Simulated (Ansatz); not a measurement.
An ideal cubic perovskite cell is held by its symmetry; such compounds can tilt or shift off centre at room temperature. The starting structures come from a database of crystals and need not be the phases stable at ambient conditions.

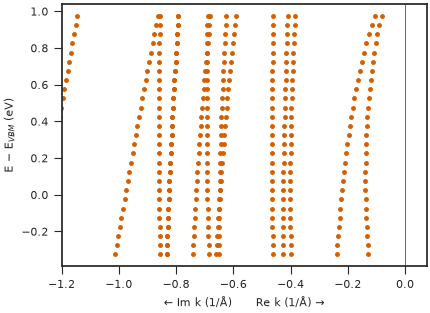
Figure: Complex bands at the centre of the two-dimensional zone; r2SCAN (Ansatz, an electronic-structure program)

The gap is the functional's own. No spin-orbit coupling. Mid-gap values are interpolated on the energy grid.

Question: This is CsGeBr3 (Pm-3m, cubic perovskite, not sure to be the ambient phase, 5 atoms a cell, 33.9 Å³ an atom) along the normal of (110). Read off the slowest decay at the centre of the two-dimensional zone at 0.33 eV, the computed energy nearest the middle of the gap.

Answer: κ ≈ 0.13 1/Å, a decay length 1/(2κ) of the density of 3.7 Å.
